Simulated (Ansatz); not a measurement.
Amorphous In$_{24}$O$_{37}$Mg

A CHGNet melt-quench gave the starting glass, which DFT then relaxed. O atoms were pushed apart under 1.9 Å during the dynamics, to hinder bonds among them. The hot cell started wider than the set density and was brought back towards it in steps. It is the lowest in DFT energy of 2 quenches. It is a model cell: composition and starting density were chosen by hand, and all elements were melted together. No dispersion term was used.

Methods: PBE, scalar-relativistic without spin-orbit coupling (Ansatz, a first-principles code); r2SCAN, scalar-relativistic without spin-orbit coupling (Ansatz); HSE06, scalar-relativistic without spin-orbit coupling (Ansatz). Geometry, pressure, stress and energy are those of the PBE run. Its sampling: a 2×2×2 Γ-centred mesh; Fermi-Dirac width 0.02 eV; no spin polarisation. Other functionals are single points at the zone centre (r2SCAN at 500 eV; exact exchange cut at the cell's faces), free to take moments where seeds were set. At PBE the levels at the filled edge of the gap are localised (band-tail or defect states).

```json
{
 "number_of_atoms_in_the_cell": "62",
 "Density (held, not predicted)": "6.41 g/cm³",
 "volume_per_atom": "14.09 Å^3",
 "Pressure on a 2×2×2 Γ-centred mesh": "1.72 GPa",
 "Largest force and stress component on that mesh (the relaxation ran on the zone centre alone)": "0.09 eV/Å and 1.8 GPa",
 "Level gap on a 2×2×2 Γ-centred mesh (PBE)": "0.60 eV",
 "Level gap at the zone centre (PBE)": "0.60 eV",
 "Level gap at the zone centre (r2SCAN)": "1.06 eV",
 "Level gap at the zone centre (HSE06)": "2.04 eV"
}
```

Bonds are counted up to In-In 3.12 Å, In-O 2.74 Å, In-Mg 3.16 Å, O-O 1.58 Å, O-Mg 2.48 Å, Mg-Mg 3.19 Å. Two cations that share two anions don't count as bonded, nor two that share one unless they lie closer than In-In 3.04 Å, In-Mg 3.07 Å, Mg-Mg 3.10 Å.

| Item | Value |
|---|---|
| Mean coordination of In by anions | 5.54 (11 with 5, 13 with 6) |
| Mean coordination of O | 3.70 (11 with 3, 26 with 4) |
| Mean coordination of Mg by anions | 4.00 (1 with 4) |
| Mean In-O bond | 2.202 Å (spread 0.113 Å, 133 counted) |
| Mean O-Mg bond | 1.991 Å (spread 0.044 Å, 4 counted) |

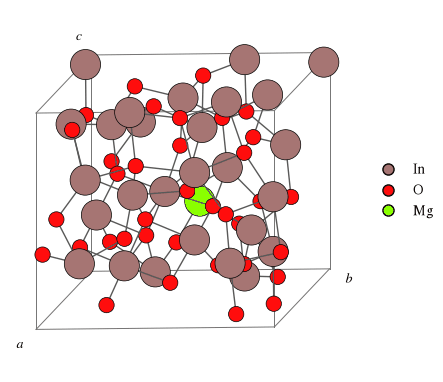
Figure: The relaxed cell

Its density started from a set value of 6.41 g/cm³. The quench (nominally 280 K/ps over its main leg) was far faster than any real one, so the model tends to hold more defects than a real film. A cell of this size samples the disorder only roughly. The volume was held where the preparation left it and the shape relaxed, at a PBE pressure of 1.7 GPa. Stress components on the final sampling reach 1.8 GPa.
